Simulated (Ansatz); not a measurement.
Fields on a plane of As (space group Cmce)

```yaml
crystal:
  lattice:
    - [1.85645, -5.37698, 0.00000]
    - [1.85645, 5.37698, 0.00000]
    - [0.00000, 0.00000, 4.22644]
  atoms:
    - { symbol: As, position: [0.61266, 0.38734, 0.55439] }
    - { symbol: As, position: [0.38734, 0.61266, 0.44561] }
    - { symbol: As, position: [0.88734, 0.11266, 0.05439] }
    - { symbol: As, position: [0.11266, 0.88734, 0.94561] }
```

The slice is a (011) plane (indices of the conventional cell) through the point (0.113, 0.887, 0.946) (fractional), spanned by u = [110] and v = [1 -1 1] in vectors of this cell: u (3.71 Å) and v (11.55 Å, at 90° to u). It covers one period; positions are fractions (u, v).

Atoms on it: As at (0.00, 0.00). Other atoms lie within 1 Å of the plane.

All values below come from LDA (plane waves to 420 eV, PAW, scalar-relativistic; Ansatz, a program for electronic structure). k mesh 13×13×11. Inside the PAW spheres the values are not all-electron values, and peaks at nuclei hang on which shells count as valence. As was relaxed with its symmetry unable to fall.

```
|xx ### x|
|.=#%%%#=|
|*#%%%%%#|
|*##*+*##|
|%%#- -#%|
|@@%+=+%@|
|@@@@%@@@|
| -#@@@#-|
|xx %@% x|
|xx #@# x|
|xx=%@%=x|
|=*%@@@%*|
| .+*+*+.|
|x .xxx. |
| : xxx :|
|##+ x +#|
|@@@#*#@@|
|-+%@@@%+|
|xx %@% x|
|xxx*%*xx|
```
Scale: ten equal steps from -3.00 (start of ' ') to 5.79 (end of '@'), in the order ' .:-=+*#%@'. Values: electrostatic potential energy of an electron, from the cell's mean, in eV. The map has 8 points along u (one character each, u = 0 at the left) and 20 along v (v = 0 in the bottom row). Points within 1 Å of a nucleus are blanked (x), as the pseudised field means little there. Values under -3 eV are set to -3. The zero, the cell's mean, hangs on the PAW cores.

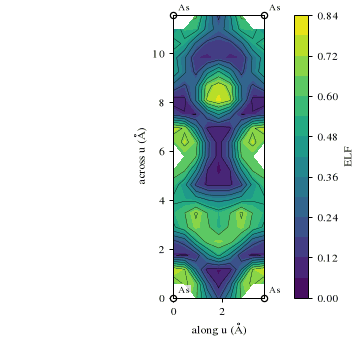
Fig. 1. Electron localisation function (ELF), one period of the plane, atoms marked. Points within 0.5 Å of a nucleus are left white, as the pseudised field means little there.
